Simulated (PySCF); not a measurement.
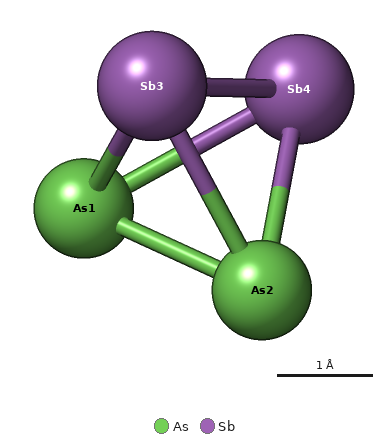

**Figure 1.** The input geometry (ball-and-stick view, seen at a tilt; atoms are numbered from 1 in the order of the input). Sticks mark near contacts.

# Run report: Sb2As2, geometry relaxation

- system: Sb2As2 (AsAsSbSb tetrahedron)
- method: PBE0-D3(BJ)/def2-SVP geometry optimisation, gas phase (PySCF 2.14.0)

## The program's output
```
step   0  E = -4951.30992434  max force = 0.029090
step   1  E = -4951.31346110  max force = 0.004851
step   2  E = -4951.31360392  max force = 0.000598
step   3  E = -4951.31363375  max force = 0.000846
step   4  E = -4951.31336552  max force = 0.008597
step   5  E = -4951.31364587  max force = 0.004488
step   6  E = -4951.31370098  max force = 0.002589
step   7  E = -4951.31371030  max force = 0.000683
step   8  E = -4951.31370937  max force = 0.000694
optimisation converged
```

## Trajectory as extended XYZ (Å, eV, eV/Å), 9 frames, from step=0 to step=8
```
4
Properties=species:S:1:pos:R:3:forces:R:3 step=0 energy=-134732.00566
As   -0.9996   -1.0120   -0.4847   -1.1958  -0.9052  -0.0015
As   -0.7347    1.2691    0.2884   -0.5256   0.5773   0.5093
Sb    1.0606    0.2484   -1.2266    1.4959   0.3720  -0.9833
Sb    0.7570   -0.5960    1.3924    0.2255  -0.0441   0.4755
4
Properties=species:S:1:pos:R:3:forces:R:3 step=1 energy=-134732.10190
As   -1.0371   -1.0384   -0.4865    0.0394   0.0220   0.0591
As   -0.7625    1.2746    0.3051    0.0695  -0.1448   0.0340
Sb    1.1187    0.2696   -1.2568   -0.0071  -0.0072   0.1564
Sb    0.7642   -0.5963    1.4078   -0.1018   0.1300  -0.2495
4
Properties=species:S:1:pos:R:3:forces:R:3 step=2 energy=-134732.10578
As   -1.0318   -1.0433   -0.4896    0.0174  -0.0075  -0.0048
As   -0.7689    1.2652    0.3091   -0.0073  -0.0307   0.0101
Sb    1.1225    0.2780   -1.2472    0.0034   0.0185   0.0233
Sb    0.7615   -0.5904    1.3972   -0.0135   0.0197  -0.0287
4
Properties=species:S:1:pos:R:3:forces:R:3 step=3 energy=-134732.10659
As   -1.0202   -1.0515   -0.4984    0.0210  -0.0101  -0.0274
As   -0.7826    1.2541    0.3132   -0.0342   0.0036   0.0010
Sb    1.1256    0.2949   -1.2393   -0.0014   0.0274  -0.0170
Sb    0.7605   -0.5879    1.3940    0.0146  -0.0210   0.0435
4
Properties=species:S:1:pos:R:3:forces:R:3 step=4 energy=-134732.09929
As   -0.9016   -1.1190   -0.5877   -0.0116  -0.0030  -0.0990
As   -0.9086    1.1454    0.3470   -0.1785   0.2090  -0.0765
Sb    1.1411    0.4585   -1.1656   -0.0243   0.0880  -0.2666
Sb    0.7525   -0.5753    1.3759    0.2143  -0.2940   0.4421
4
Properties=species:S:1:pos:R:3:forces:R:3 step=5 energy=-134732.10692
As   -0.9618   -1.0872   -0.5436    0.0211  -0.0011  -0.0727
As   -0.8471    1.2014    0.3315   -0.1026   0.0973  -0.0278
Sb    1.1355    0.3773   -1.2038   -0.0181   0.0544  -0.1303
Sb    0.7567   -0.5820    1.3854    0.0996  -0.1507   0.2308
4
Properties=species:S:1:pos:R:3:forces:R:3 step=6 energy=-134732.10842
As   -0.9701   -1.0817   -0.5365    0.0220  -0.0042  -0.0527
As   -0.8379    1.2111    0.3273   -0.0657   0.0512  -0.0103
Sb    1.1332    0.3642   -1.2116   -0.0141   0.0431  -0.0701
Sb    0.7580   -0.5841    1.3903    0.0577  -0.0901   0.1331
4
Properties=species:S:1:pos:R:3:forces:R:3 step=7 energy=-134732.10868
As   -0.9812   -1.0737   -0.5271    0.0152  -0.0103  -0.0168
As   -0.8248    1.2246    0.3218   -0.0175  -0.0131   0.0086
Sb    1.1294    0.3453   -1.2225   -0.0001   0.0351   0.0098
Sb    0.7599   -0.5866    1.3974    0.0024  -0.0117  -0.0015
4
Properties=species:S:1:pos:R:3:forces:R:3 step=8 energy=-134732.10865
As   -0.9814   -1.0736   -0.5270    0.0147  -0.0098  -0.0148
As   -0.8245    1.2249    0.3217   -0.0165  -0.0154   0.0080
Sb    1.1293    0.3448   -1.2228    0.0007   0.0357   0.0115
Sb    0.7599   -0.5866    1.3976    0.0012  -0.0105  -0.0047
```

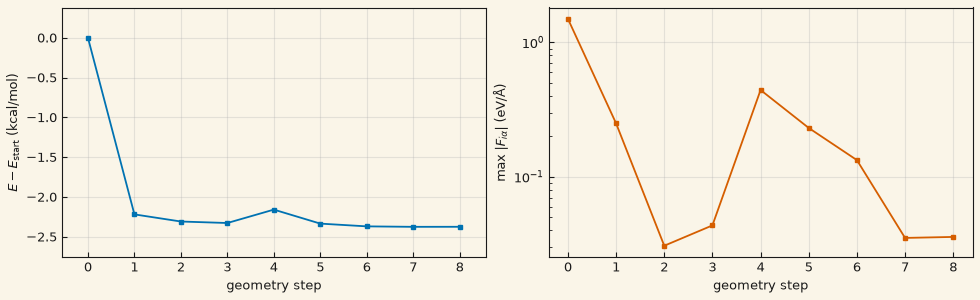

**Figure 2.** Progress of the relaxation, step by step (steps are counted from 0).

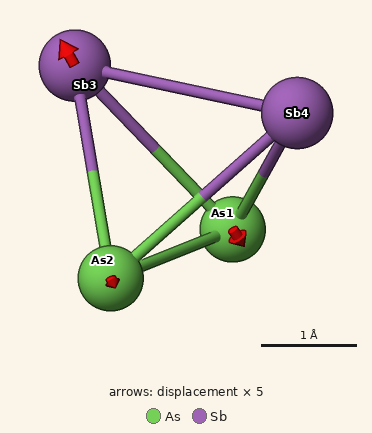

**Figure 3.** The starting structure with the displacements as red arrows, magnified 5 times (ball-and-stick view, seen at a tilt). The two geometries are laid on each other by the best rigid fit. Sb3 moves most after the best rigid fit: 0.065 Å. By element the largest moves are Sb 0.065 Å, As 0.050 Å. Distances before and after: As1–Sb3 2.527 → 2.636 Å, As2–Sb3 2.561 → 2.641 Å, Sb3–Sb4 2.768 → 2.805 Å, As1–Sb4 2.604 → 2.641 Å. The energy falls by 2.38 kcal/mol in 8 geometry steps. The largest force component goes from 1.5 to 0.036 eV/Å. (Atoms are counted from 1 in the order of the input.)

The run was set up as follows.

## Input file
```
{"job": {"xc": "PBE0", "basis": "def2-SVP", "d3": "d3bj", "grid": 1, "maxiter": 30, "shake": 0.03, "kind": "geom"}, "charge": 0, "multiplicity": 1}
As    -0.999570    -1.011970    -0.484680
As    -0.734730     1.269060     0.288390
Sb     1.060600     0.248430    -1.226570
Sb     0.757000    -0.595970     1.392390
```

The first line tells a small driver script what to run in PySCF; the rest is the geometry in Å.

Launched with:
```bash
OMP_NUM_THREADS=1 python <driver script> task.json out
```

## Summary

```tsv
quantity	value
outcome	converged
total energy	−4951.313709 hartree
dipole moment	0.99 D
point group	C2v
hardware	1 CPU thread, shared host
wall time	86 s
peak memory	0.54 GiB
```
